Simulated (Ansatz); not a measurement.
**Run report: AlH$_{2}$ClF$_{2}$, geometry relaxation**

AlH$_{2}$ClF$_{2}$, computed with RKS B3LYP-D4/def2-SVP (Ansatz 0.2.0).

It belongs to a series of runs on one base structure; here: end point B relaxed. Figures and captions count atoms from 1; the log counts them from 0 in places.

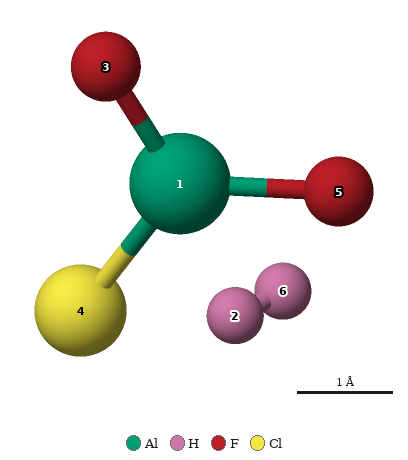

*The structure as given in the input (ball-and-stick view, seen at a tilt; atoms are numbered from 1 in the order of the input). Sticks mark near contacts.*

Bond lengths as drawn: Al–Cl 2.07 Å, Al–F 1.65 to 1.67 Å and H–H 0.72 Å.

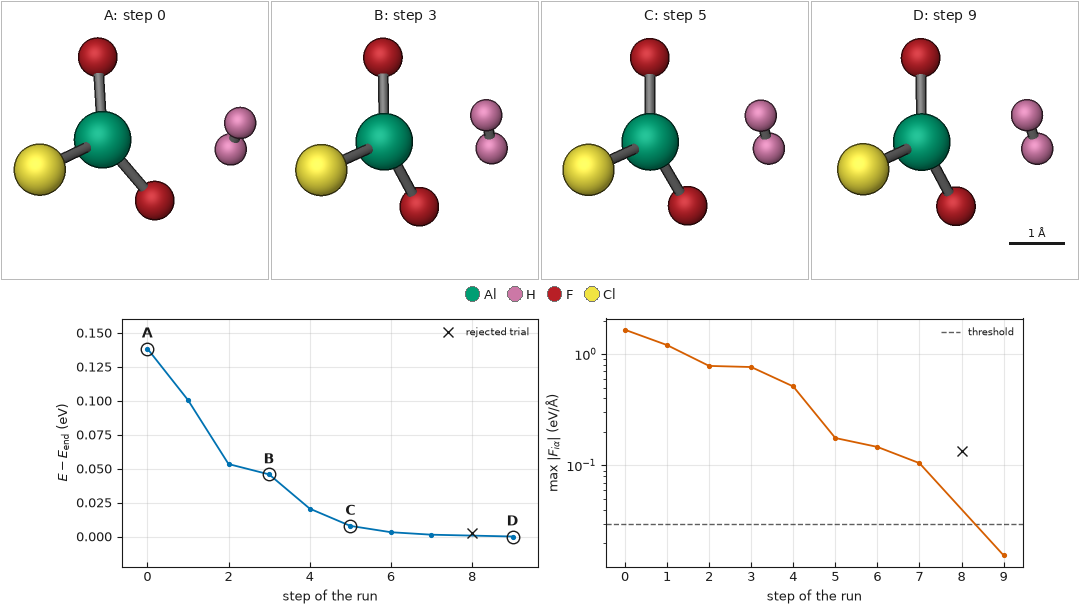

*Frames of the relaxation (ball-and-stick view, seen at a tilt) above the curves, on which the letters mark them (the first geometry is step 0 here and step 1 in the log).*

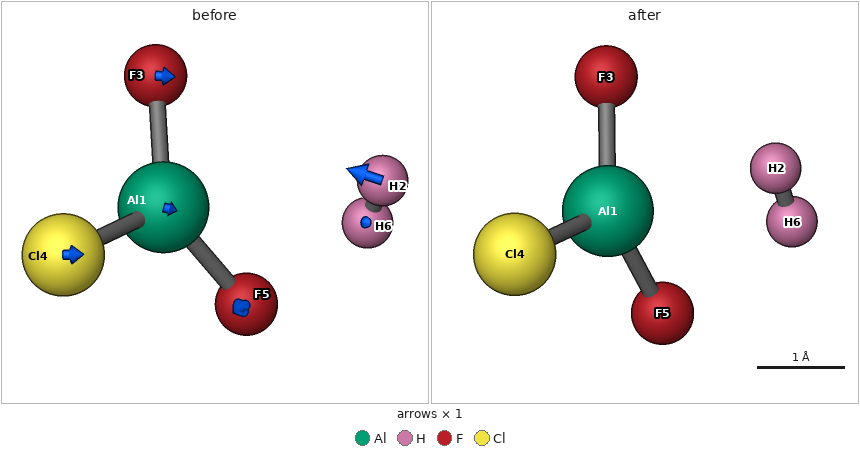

*Before (left) and after (right) the relaxation, at one scale (ball-and-stick view, seen at a tilt). The blue arrows give the displacements, at true length.*

After 9 geometry steps the energy has fallen by 0.138 eV. Largest force component: 1.7 eV/Å at the start, 0.016 eV/Å at the end. The line search rejected the trial step at point 8 (counted from 0) and went back. H2 moves most after the best rigid fit: 0.45 Å. Largest moves by element: H 0.45 Å, F 0.28 Å, Cl 0.26 Å, Al 0.17 Å. Among the contacts that change: H2–H6 0.720 → 0.767 Å, Al1–F5 1.673 → 1.656 Å, Al1–Cl4 2.073 → 2.080 Å. (Atoms are counted from 1 in the order of the input.)

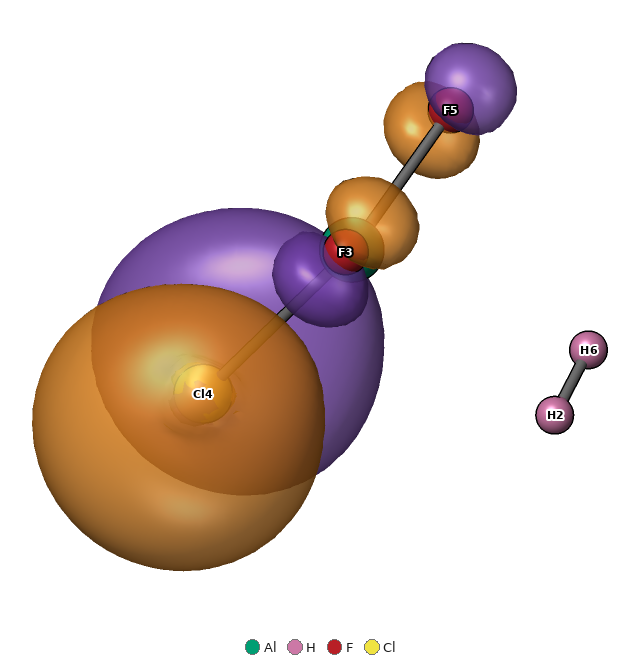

*The HOMO at ±0.1 Å⁻³ᐟ² (orange and purple are the two phases), seen at a tilt.*

Its energy is −9.17 eV.

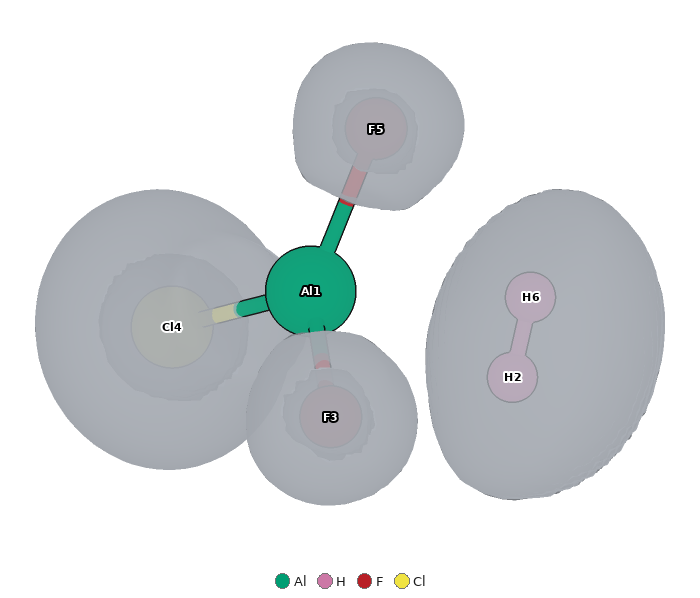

*Isosurface of the electron localisation function at 0.75 (grey), seen from the side. Only the valence region is drawn (cores and ρ < 0.01 e/Å³ removed).*

Values along the shortest contacts: Al1···H6 (2.23 Å): the ELF is only about 0.15 between them; a non-bonded, intermolecular contact. Al–F (1.65 Å): the ELF peaks at about 0.85 in the valence shell of F, 0.5 Å from its nucleus, and is about 0.20 at the midpoint.

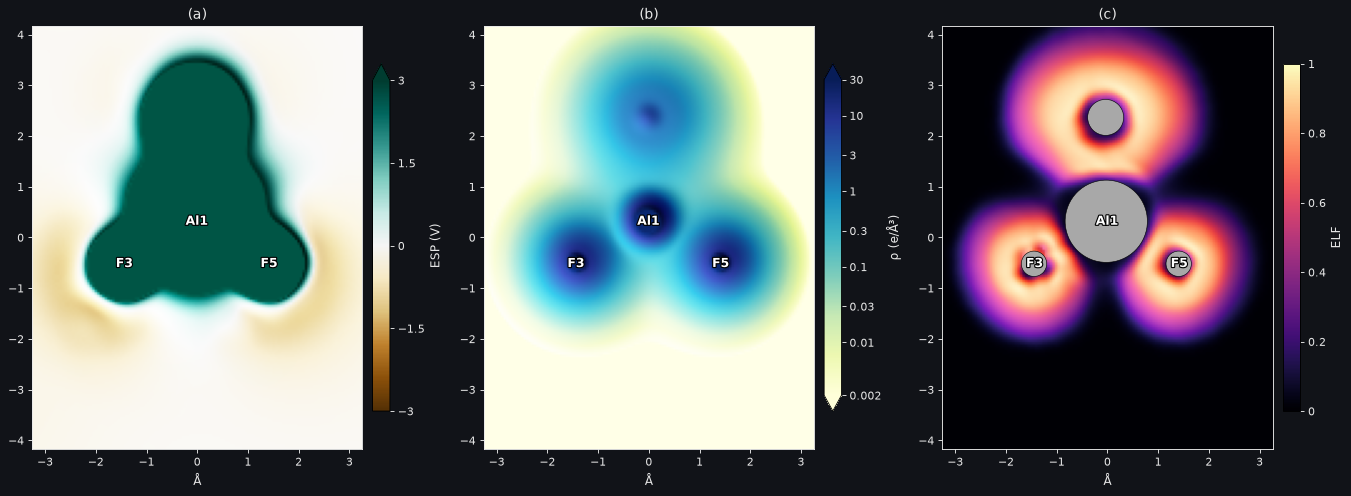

*(a) molecular electrostatic potential; (b) total electron density; (c) ELF on the plane of atoms F3, Al1 and F5. Grey discs, where drawn, cover atomic cores.*

These pictures come from the run below.

### Input
```yaml
crystal:
  periodic: [false, false, false]
  atoms:
    - { symbol: Al, position_ang: [-0.108447, -0.570744, -0.428257] }
    - { symbol: H, position_ang: [-0.037032, -0.002352, 2.267208] }
    - { symbol: F, position_ang: [1.341425, 0.144059, -0.758608] }
    - { symbol: Cl, position_ang: [-1.878112, 0.265225, -1.110813] }
    - { symbol: F, position_ang: [-0.117455, -2.039907, 0.372189] }
    - { symbol: H, position_ang: [-0.059679, -0.671081, 2.00028] }
basis:
  gaussian: { orbitals: def2-SVP }
hamiltonian:
  xc: b3lyp
  dispersion: d4
relax:
  f_tol: 0.03
  max_steps: 50
output:
  orbitals: {}
```

Command:
```bash
ansatz run input.yaml --threads 1 --pin off --max-ram 2048MiB --backend cpu --events-out ev --progress --plain --runs-dir out
```

### The program's output
```
The last accepted step is kept in [file] (removed where the run ends without a failure and the disk answers)
Engine: ansatz 0.2.0, aarch64-unknown-linux-gnu
Functional definition: B3LYP
  parameter a0 = 0.2
  parameter ax = 0.72
  parameter ac = 0.81
  exchange = (1 - a0 - ax)*slater_x + ax*b88_x + a0*exact_x
  correlation = (1 - ac)*vwn_rpa_c + ac*lyp_c
717 factors; integrals over basis functions are off by at most 3.5e-4 eV
mean field evaluation 1: about -24577.6312 eV, gradient 5.0e1 eV
mean field evaluation 2: about -24569.4093 eV, gradient 8.9e1 eV
mean field evaluation 4: about -24581.6075 eV, gradient 1.8e0 eV
mean field evaluation 8: about -24581.6258 eV, gradient 5.4e-2 eV
mean field -24581.62583393 eV, -903.3580873727 hartree, gradient 6.6e-5 eV, S^2 0.000000; 0 other end points of the search recorded, 0 dependent functions left out
the calculation of the forces begins
reference -24581.62606207 eV, -903.3580957565 hartree; 25, 25 occupied and 49, 49 virtual orbitals, 717 factors
relax step   1: F+E_penalty+E_count = -24581.79774181 eV  Δ(F+E_penalty+E_count) = +0.000e0 eV  max|allowed force component| = 1.655e0 eV/Å  Δτ_max = 0.0000 Å  (24 SCF iters, accepted)
these checks for a lower state are left out or cut short: starts, cluster_reference, orbital_swaps, neighbouring_geometries, increment
717 factors; integrals over basis functions are off by at most 4.5e-4 eV
mean field evaluation 16: about -24581.6525 eV, gradient 3.1e-1 eV
mean field -24581.66214349 eV, -903.3594217242 hartree, gradient 2.0e-5 eV, S^2 0.000000; 0 other end points of the search recorded, 0 dependent functions left out
the calculation of the forces begins
reference -24581.66237142 eV, -903.3594301004 hartree; 25, 25 occupied and 49, 49 virtual orbitals, 717 factors
relax step   2: F+E_penalty+E_count = -24581.83560570 eV  Δ(F+E_penalty+E_count) = -3.786e-2 eV  max|allowed force component| = 1.206e0 eV/Å  Δτ_max = 0.1964 Å  (27 SCF iters, accepted)
these checks for a lower state are left out or cut short: starts, cluster_reference, orbital_swaps, neighbouring_geometries, increment
717 factors; integrals over basis functions are off by at most 4.7e-4 eV
mean field -24581.70789441 eV, -903.3611030396 hartree, gradient 2.5e-5 eV, S^2 0.000000; 0 other end points of the search recorded, 0 dependent functions left out
the calculation of the forces begins
reference -24581.70811976 eV, -903.3611113211 hartree; 25, 25 occupied and 49, 49 virtual orbitals, 717 factors
relax step   3: F+E_penalty+E_count = -24581.88279938 eV  Δ(F+E_penalty+E_count) = -4.719e-2 eV  max|allowed force component| = 7.840e-1 eV/Å  Δτ_max = 0.1933 Å  (27 SCF iters, accepted)
these checks for a lower state are left out or cut short: starts, cluster_reference, orbital_swaps, neighbouring_geometries, increment
717 factors; integrals over basis functions are off by at most 7.6e-4 eV
mean field evaluation 32: about -24581.7251 eV, gradient 1.1e-4 eV
mean field -24581.72511824 eV, -903.3617360035 hartree, gradient 1.3e-5 eV, S^2 0.000000; 0 other end points of the search recorded, 0 dependent functions left out
the calculation of the forces begins
reference -24581.72534221 eV, -903.3617442342 hartree; 25, 25 occupied and 49, 49 virtual orbitals, 717 factors
relax step   4: F+E_penalty+E_count = -24581.89042372 eV  Δ(F+E_penalty+E_count) = -7.624e-3 eV  max|allowed force component| = 7.662e-1 eV/Å  Δτ_max = 0.1857 Å  (28 SCF iters, accepted)
these checks for a lower state are left out or cut short: starts, cluster_reference, orbital_swaps, neighbouring_geometries, increment
717 factors; integrals over basis functions are off by at most 6.8e-4 eV
mean field -24581.74615299 eV, -903.3625090166 hartree, gradient 5.9e-6 eV, S^2 0.000000; 0 other end points of the search recorded, 0 dependent functions left out
the calculation of the forces begins
reference -24581.74637738 eV, -903.3625172627 hartree; 25, 25 occupied and 49, 49 virtual orbitals, 717 factors
relax step   5: F+E_penalty+E_count = -24581.91564987 eV  Δ(F+E_penalty+E_count) = -2.523e-2 eV  max|allowed force component| = 5.128e-1 eV/Å  Δτ_max = 0.0635 Å  (28 SCF iters, accepted)
these checks for a lower state are left out or cut short: starts, cluster_reference, orbital_swaps, neighbouring_geometries, increment
717 factors; integrals over basis functions are off by at most 5.5e-4 eV
mean field -24581.75284706 eV, -903.3627550188 hartree, gradient 6.4e-6 eV, S^2 0.000000; 0 other end points of the search recorded, 0 dependent functions left out
the calculation of the forces begins
reference -24581.75307198 eV, -903.3627632846 hartree; 25, 25 occupied and 49, 49 virtual orbitals, 717 factors
relax step   6: F+E_penalty+E_count = -24581.92835821 eV  Δ(F+E_penalty+E_count) = -1.271e-2 eV  max|allowed force component| = 1.765e-1 eV/Å  Δτ_max = 0.0760 Å  (27 SCF iters, accepted)
these checks for a lower state are left out or cut short: starts, cluster_reference, orbital_swaps, neighbouring_geometries, increment
717 factors; integrals over basis functions are off by at most 6.5e-4 eV
mean field -24581.75959868 eV, -903.3630031364 hartree, gradient 6.8e-6 eV, S^2 0.000000; 0 other end points of the search recorded, 0 dependent functions left out
the calculation of the forces begins
reference -24581.75982333 eV, -903.3630113920 hartree; 25, 25 occupied and 49, 49 virtual orbitals, 717 factors
relax step   7: F+E_penalty+E_count = -24581.93300925 eV  Δ(F+E_penalty+E_count) = -4.651e-3 eV  max|allowed force component| = 1.469e-1 eV/Å  Δτ_max = 0.0646 Å  (27 SCF iters, accepted)
these checks for a lower state are left out or cut short: starts, cluster_reference, orbital_swaps, neighbouring_geometries, increment
717 factors; integrals over basis functions are off by at most 6.3e-4 eV
mean field -24581.76085054 eV, -903.3630491415 hartree, gradient 6.4e-6 eV, S^2 0.000000; 0 other end points of the search recorded, 0 dependent functions left out
the calculation of the forces begins
reference -24581.76107523 eV, -903.3630573985 hartree; 25, 25 occupied and 49, 49 virtual orbitals, 717 factors
relax step   8: F+E_penalty+E_count = -24581.93484010 eV  Δ(F+E_penalty+E_count) = -1.831e-3 eV  max|allowed force component| = 1.050e-1 eV/Å  Δτ_max = 0.0249 Å  (28 SCF iters, accepted)
these checks for a lower state are left out or cut short: starts, cluster_reference, orbital_swaps, neighbouring_geometries, increment
717 factors; integrals over basis functions are off by at most 5.9e-4 eV
mean field evaluation 64: about -24581.7349 eV, gradient 2.2e0 eV
mean field -24581.75807877 eV, -903.3629472808 hartree, gradient 6.6e-6 eV, S^2 0.000000; 0 other end points of the search recorded, 0 dependent functions left out
the calculation of the forces begins
reference -24581.75830343 eV, -903.3629555368 hartree; 25, 25 occupied and 49, 49 virtual orbitals, 717 factors
relax step   9: F+E_penalty+E_count = -24581.93329771 eV  Δ(F+E_penalty+E_count) = +1.542e-3 eV  max|allowed force component| = 1.352e-1 eV/Å  Δτ_max = 0.0576 Å  (27 SCF iters, rejected (line search))
these checks for a lower state are left out or cut short: starts, cluster_reference, orbital_swaps, neighbouring_geometries, increment
717 factors; integrals over basis functions are off by at most 6.1e-4 eV
mean field -24581.76132984 eV, -903.3630667554 hartree, gradient 6.0e-6 eV, S^2 0.000000; 0 other end points of the search recorded, 0 dependent functions left out
the calculation of the forces begins
reference -24581.76155465 eV, -903.3630750169 hartree; 25, 25 occupied and 49, 49 virtual orbitals, 717 factors
relax step  10: F+E_penalty+E_count = -24581.93617444 eV  Δ(F+E_penalty+E_count) = -1.334e-3 eV  max|allowed force component| = 1.561e-2 eV/Å  Δτ_max = 0.0282 Å  (28 SCF iters, accepted)
717 factors; integrals over basis functions are off by at most 6.1e-4 eV
mean field -24581.76132984 eV, -903.3630667554 hartree, gradient 6.0e-6 eV, S^2 0.000000; 1 other end points of the search recorded, 0 dependent functions left out
the calculation of the forces begins
reference -24581.76155465 eV, -903.3630750169 hartree; 25, 25 occupied and 49, 49 virtual orbitals, 717 factors
Total energy: -24581.93639925 eV, -903.3695004375 hartree
Atom 0 at    -0.091498    -0.632231    -0.265672 Å, force     0.004642     0.003471    -0.010813 eV/Å
Atom 1 at    -0.037905     0.157455     1.843116 Å, force    -0.006450    -0.013325     0.000540 eV/Å
Atom 2 at     1.349133     0.141206    -0.507823 Å, force    -0.002502     0.008936    -0.000119 eV/Å
Atom 3 at    -1.862468     0.281946    -0.860702 Å, force     0.009245    -0.001486     0.008757 eV/Å
Atom 4 at    -0.084699    -2.228638     0.174279 Å, force    -0.007853    -0.013207     0.005425 eV/Å
Atom 5 at    -0.131862    -0.594538     1.958801 Å, force     0.002918     0.015611    -0.003789 eV/Å
Dipole moment:    -0.068655     0.094867     0.299163 e Å
```

### Trajectory as extended XYZ (Å, eV, eV/Å), 10 frames, from step=1 to step=10
```
6
Properties=species:S:1:pos:R:3:forces:R:3 step=1 energy=-24581.79774
Al   -0.1084   -0.5707   -0.4283    0.0239  -0.4215   0.3711
H    -0.0370   -0.0024    2.2672    0.0500   1.6553   0.5387
F     1.3414    0.1441   -0.7586   -0.0097  -0.0039  -0.0020
Cl   -1.8781    0.2652   -1.1108   -0.0039   0.0036   0.0088
F    -0.1175   -2.0399    0.3722   -0.0034   0.2964  -0.4226
H    -0.0597   -0.6711    2.0003   -0.0569  -1.5298  -0.4940
6
Properties=species:S:1:pos:R:3:forces:R:3 step=2 energy=-24581.83561
Al   -0.1029   -0.5544   -0.3228    0.1108  -1.2062   0.0039
H    -0.0613    0.1107    2.1728   -0.0168  -0.4593  -0.2441
F     1.3476    0.1190   -0.7398   -0.0368   0.0986   0.2108
Cl   -1.8678    0.2677   -1.0375   -0.0523   0.1098   0.1494
F    -0.0959   -2.1576    0.2165   -0.0177   1.0047  -0.1572
H    -0.0789   -0.6601    2.0529    0.0128   0.4523   0.0373
6
Properties=species:S:1:pos:R:3:forces:R:3 step=3 energy=-24581.88280
Al   -0.1340   -0.5858   -0.3338    0.5280  -0.7011   0.4374
H     0.0045    0.1148    2.0085   -0.0546  -0.5649  -0.1030
F     1.3384    0.1630   -0.5518   -0.4462  -0.1498   0.0147
Cl   -1.8940    0.2671   -1.0264    0.0147   0.0248   0.0329
F    -0.1254   -2.1670    0.2566   -0.0483   0.7840  -0.3781
H    -0.0488   -0.6669    1.9889    0.0064   0.6070  -0.0038
6
Properties=species:S:1:pos:R:3:forces:R:3 step=4 energy=-24581.89042
Al   -0.1220   -0.5887   -0.2045    0.7326  -0.6375  -0.0837
H    -0.0233    0.1388    1.8264   -0.0381  -0.1966  -0.0472
F     1.3574    0.1493   -0.4672   -0.5749  -0.1878   0.0698
Cl   -1.8807    0.2759   -0.8872   -0.0450   0.0651   0.0283
F    -0.1002   -2.2180    0.2354   -0.0622   0.7662  -0.1842
H    -0.0905   -0.6321    1.8390   -0.0124   0.1906   0.2171
6
Properties=species:S:1:pos:R:3:forces:R:3 step=5 energy=-24581.91565
Al   -0.1152   -0.5892   -0.2378    0.5128  -0.4430  -0.0414
H    -0.0264    0.1245    1.8675   -0.0210  -0.0248  -0.0273
F     1.3536    0.1491   -0.5149   -0.4106  -0.1220   0.0802
Cl   -1.8766    0.2770   -0.9149   -0.0223   0.0498   0.0435
F    -0.0990   -2.1959    0.2404   -0.0478   0.4748  -0.1508
H    -0.0956   -0.6403    1.9017   -0.0110   0.0653   0.0958
6
Properties=species:S:1:pos:R:3:forces:R:3 step=6 energy=-24581.92836
Al   -0.1126   -0.6086   -0.2867    0.1765  -0.0577   0.0526
H    -0.0146    0.1299    1.9081   -0.0092   0.0256  -0.0392
F     1.3403    0.1514   -0.5235   -0.1394  -0.0239   0.0121
Cl   -1.8763    0.2715   -0.9458    0.0157   0.0180   0.0400
F    -0.1072   -2.1901    0.2133   -0.0220   0.0301  -0.0424
H    -0.0890   -0.6289    1.9765   -0.0217   0.0079  -0.0231
6
Properties=species:S:1:pos:R:3:forces:R:3 step=7 energy=-24581.93301
Al   -0.1044   -0.6158   -0.2577    0.0760   0.0791  -0.0752
H    -0.0232    0.1360    1.8444   -0.0018   0.0777   0.0167
F     1.3427    0.1484   -0.4997   -0.0491   0.0117  -0.0005
Cl   -1.8697    0.2761   -0.9008    0.0135   0.0120   0.0314
F    -0.0978   -2.2028    0.2051   -0.0177  -0.1469   0.0187
H    -0.1069   -0.6167    1.9506   -0.0208  -0.0336   0.0090
6
Properties=species:S:1:pos:R:3:forces:R:3 step=8 energy=-24581.93484
Al   -0.1008   -0.6239   -0.2582    0.0300   0.0570  -0.0732
H    -0.0254    0.1488    1.8460   -0.0073   0.0021   0.0062
F     1.3427    0.1453   -0.4982   -0.0082   0.0226   0.0018
Cl   -1.8668    0.2764   -0.8880    0.0093   0.0082   0.0294
F    -0.0939   -2.2169    0.1849   -0.0132  -0.1050   0.0328
H    -0.1150   -0.6046    1.9555   -0.0107   0.0150   0.0030
6
Properties=species:S:1:pos:R:3:forces:R:3 step=9 energy=-24581.93330 accepted=F
Al   -0.0870   -0.6447   -0.2803   -0.0108   0.0319   0.1352
H    -0.0409    0.1650    1.8233   -0.0099  -0.0596   0.0123
F     1.3527    0.1419   -0.4866   -0.0168  -0.0192  -0.0622
Cl   -1.8640    0.2879   -0.8316    0.0380  -0.0354  -0.0383
F    -0.0793   -2.2382    0.1764   -0.0096   0.0294  -0.0645
H    -0.1409   -0.5867    1.9408    0.0092   0.0529   0.0175
6
Properties=species:S:1:pos:R:3:forces:R:3 step=10 energy=-24581.93617
Al   -0.0915   -0.6322   -0.2657    0.0046   0.0035  -0.0108
H    -0.0379    0.1575    1.8431   -0.0065  -0.0133   0.0005
F     1.3491    0.1412   -0.5078   -0.0025   0.0089  -0.0001
Cl   -1.8625    0.2819   -0.8607    0.0092  -0.0015   0.0088
F    -0.0847   -2.2286    0.1743   -0.0079  -0.0132   0.0054
H    -0.1319   -0.5945    1.9588    0.0029   0.0156  -0.0038
```

### Results in brief

| quantity | value |
| --- | --- |
| outcome | converged |
| total energy | −24581.9364 eV |
| mean-field energy | −24581.7616 eV |
| largest force (length of the vector) at the end | 0.016 eV/Å |
| hardware | 1 thread of Arm Neoverse V1, 24 GiB of memory available, shared host |
| wall time | 29 s |
| peak memory | 0.14 GiB |
